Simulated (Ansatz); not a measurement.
# UHF/STO-3G run of AlCl2 (SMILES [Cl][Al][Cl])

Aim: the energy change on altering one bond length of AlCl2 at UHF/STO-3G, from 2 runs. 

The results are computed with Ansatz 0.2.0.

32 further runs of the same task are left out: 4 that didn't finish, 28 set aside as unsound or not needed.

### 1 The molecule

AlCl2 has 3 atoms, charge 0, and is taken as a doublet. SMILES: `[Cl][Al][Cl]`. The coordinates come from a PBE0-D4/def2-TZVP relaxation.

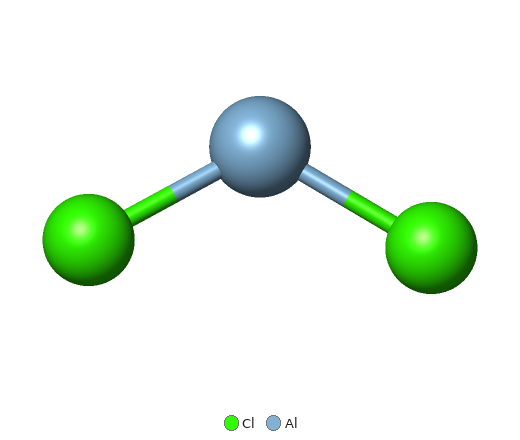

Viewed from a chosen angle; chlorine green, aluminium light blue.

### 2 The energy at UHF/STO-3G

Contents of run.yaml:

```yaml
crystal:
  periodic: [false, false, false]
  atoms:
    - {symbol: Cl, position_ang: [1.374800, 0.868300, 0.838700]}
    - {symbol: Al, position_ang: [-0.432100, 0.520700, -0.177200]}
    - {symbol: Cl, position_ang: [-0.953600, -1.453800, -0.674700]}
basis:
  gaussian: {orbitals: STO-3G}
accuracy: high
magnetization: {spin_polarized: true, initial_magnetization: 1}
hamiltonian: {xc: hf}
```

Command:

```bash
$ ansatz run run.yaml --threads 1 --pin off --max-ram 2610MiB --events-out events.jsonl --progress --plain --runs-dir runs
```

Output:

```text
Warning: RAYON_NUM_THREADS=1 ignored (pool sized by the plan → 1); use --threads N
Functional definition: HF
  name "HF"
  exchange = exact_x
  correlation = 0
479 factors; integrals over basis functions are off by at most 1.3e-8 eV
mean field evaluation 1: about -31245.0854 eV, gradient 1.3e1 eV
mean field evaluation 2: about -31245.1185 eV, gradient 1.3e1 eV
mean field evaluation 4: about -31247.1153 eV, gradient 1.2e0 eV
mean field evaluation 8: about -31247.1520 eV, gradient 2.5e-2 eV
mean field -31247.15197321 eV, -1148.3116549352 hartree, gradient 2.2e-8 eV, S^2 0.753649; 0 other end points of the search recorded, 0 dependent functions left out
reference -31247.15197321 eV, -1148.3116549352 hartree; 24, 23 occupied and 3, 4 virtual orbitals, 479 factors
Total energy: -31247.15197321 eV, -1148.3116549352 hartree
```

Wall time 0.45 s (1 thread of Arm Neoverse V2, shared host).

### 3 The distorted shape, same level

Contents of in.yaml:

```yaml
crystal:
  periodic: [false, false, false]
  atoms:
    - symbol: Cl
      position_ang: [1.826516, 0.955198, 1.092670]
    - symbol: Al
      position_ang: [-0.432100, 0.520700, -0.177200]
    - symbol: Cl
      position_ang: [-0.953600, -1.453800, -0.674700]
basis:
  gaussian:
    orbitals: STO-3G
hamiltonian:
  xc: hf
magnetization:
  spin_polarized: true
  initial_magnetization: 1
accuracy: high
```

Command:

```bash
$ ansatz run in.yaml --threads 1 --pin off --max-ram 2610MiB --events-out events.jsonl --progress --plain --runs-dir runs
```

Output:

```text
Warning: RAYON_NUM_THREADS=1 ignored (pool sized by the plan → 1); use --threads N
[... 4 set-up lines as earlier in the session ...]
464 factors; integrals over basis functions are off by at most 1.9e-8 eV
mean field evaluation 1: about -31242.9986 eV, gradient 1.3e1 eV
mean field evaluation 2: about -31243.0321 eV, gradient 1.3e1 eV
mean field evaluation 4: about -31245.5390 eV, gradient 1.5e0 eV
mean field evaluation 8: about -31245.6233 eV, gradient 3.1e-3 eV
mean field evaluation 16: about -31243.2830 eV, gradient 1.3e0 eV
mean field -31245.61836477 eV, -1148.2552958646 hartree, gradient 2.0e-8 eV, S^2 0.780823; 0 other end points of the search recorded, 0 dependent functions left out
reference -31245.61836477 eV, -1148.2552958646 hartree; 24, 23 occupied and 3, 4 virtual orbitals, 464 factors
Total energy: -31245.61836477 eV, -1148.2552958646 hartree
```

Run time: 0.41 s. Hardware: 1 thread of Arm Neoverse V2, shared host.

### 4 Results

At UHF/STO-3G:

```
                                                           quantity           value
                                          first shape: total energy  -1148.31165 Eh
                                                  first shape: ⟨S²⟩           0.754
                                      distorted shape: total energy  -1148.25530 Eh
                                              distorted shape: ⟨S²⟩           0.781
energy change with the Cl1–Al2 bond stretched from 2.102 to 2.627 Å        1.534 eV
```

With the Cl1–Al2 bond stretched from 2.102 to 2.627 Å the energy rises by 1.53 eV (148 kJ/mol). The first shape isn't relaxed at this level, so the change isn't measured from a minimum. The minimal basis adds a large error of its own.
